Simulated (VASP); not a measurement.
Band structure of W (bcc). Method: RPBE GGA, VASP's PBE PAW potentials (set 64) (plane waves; VASP).

Unless said otherwise, spin-orbit coupling is left out, though it shifts the bands of the heavy elements here.

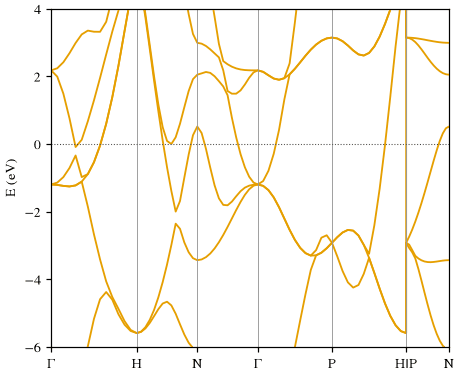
Bands along high-symmetry lines, zero at the valence-band maximum or, without a gap, the Fermi level

### Question
Read the plot: is there a gap, and where are the band edges?

### Answer
It has no gap at this level: it comes out as a metal or semimetal. (Edges off the drawn lines would not show.)

The compound is W in the bcc structure. It was relaxed first.
